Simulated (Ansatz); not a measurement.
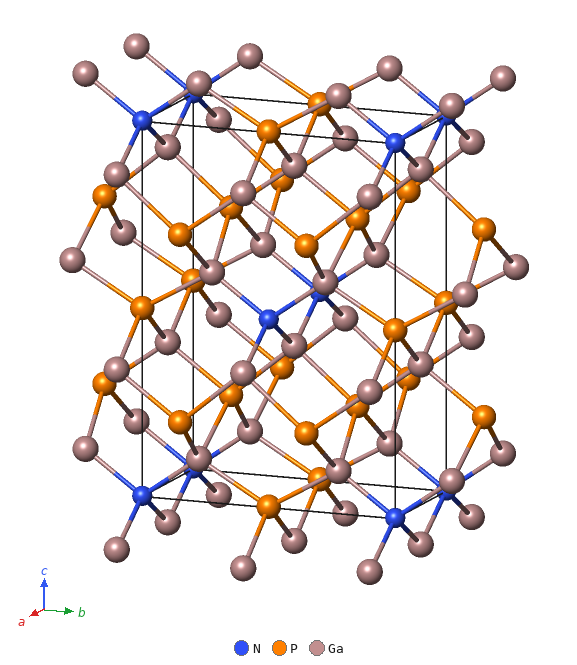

The crystal in a ball-and-stick representation, seen slightly off an axis. The wireframe shows the conventional unit cell. Atoms just outside the outline that bond to atoms inside are added.

Ga4P3N, space group Amm2 (No. 38), a = 3.697 Å, b = 7.408 Å, c = 10.434 Å, α = 90.00°, β = 90.00°, γ = 90.00°. The initial geometry was a structure type filled with these elements by a generator (whether the compound takes this form wasn't checked). Earlier steps of the study, as a rule a relaxation of our own, may have changed the cell and positions, so they can lie some per cent off the listed ones. It was run through Ansatz as a DFT input.

This one geometry was computed with Ansatz (DFT, plane waves, PAW) at three levels of theory: r2SCAN, PBE and PBE with spin-orbit coupling. It was relaxed beforehand with r2SCAN.

### Which level gives the highest pressure at this volume, and what does that say about its equilibrium volume?

Highest: PBE (3.0 GPa) and PBE with spin-orbit coupling (3.0 GPa), which points to the largest equilibrium volume. Lowest, with the smallest volume: r2SCAN (0.0 GPa). Levels within 0.5 GPa of each other can't be told apart.

### How does the band gap change with the level of theory?

PBE: a metal; PBE with spin-orbit coupling: a metal; r2SCAN: a gap of 0.06 eV, direct.

### Collect the results in a table.

| level | cutoff (eV) | k-mesh of the run's cell | gap (eV) | pressure (GPa) |
| --- | --- | --- | --- | --- |
| r2SCAN | 500 | 8×4×4 | 0.06 | 0.0 |
| PBE | 420 | 8×4×4 | metal | 3.0 |
| PBE with spin-orbit coupling | 420 | 8×4×4 | metal | 3.0 |

Gaps are taken on the k-mesh or band path of each run.
